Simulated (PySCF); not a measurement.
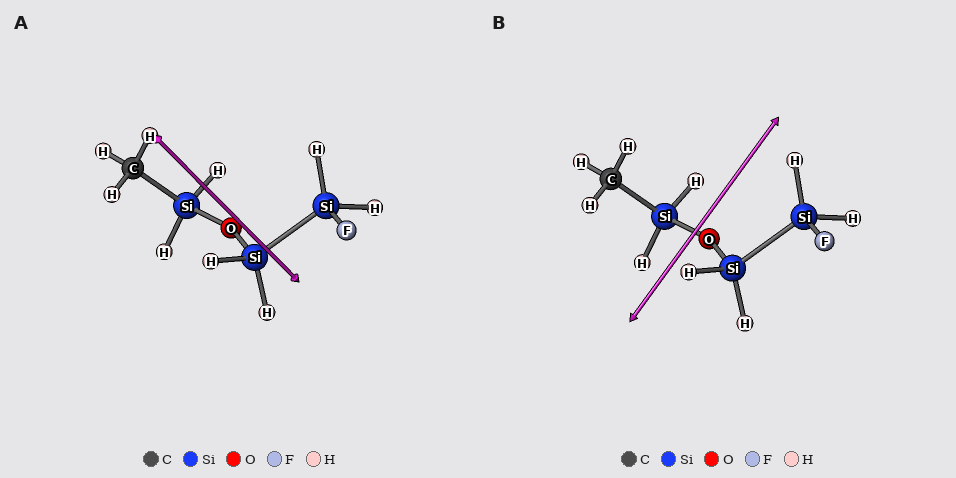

The double arrows show the directions of two transition dipoles from the ground state (lengths mean nothing). The geometry was computed by an optimisation with GFN2-xTB. No frequency run is at hand to confirm it as a minimum. Level of theory: TDDFT CAM-B3LYP/def2-SVPD, vertical, gas phase, core orbitals frozen in the response (PySCF 2.14.0).

One belongs to singlet state 1 and one to singlet state 4. Which is which?

Answer. A: state 4, 7.33 eV (169 nm), oscillator strength 0.045, of mixed character, with the largest part HOMO−3 → LUMO (weight 0.41).
B: state 1, 5.90 eV (210 nm), oscillator strength 0.029, mainly HOMO → LUMO (weight 0.94).

The geometry is semi-empirical. Around Si such bond lengths and angles can be off by a tenth of an ångström or more and by several degrees, and values that hang on the shape move with them.
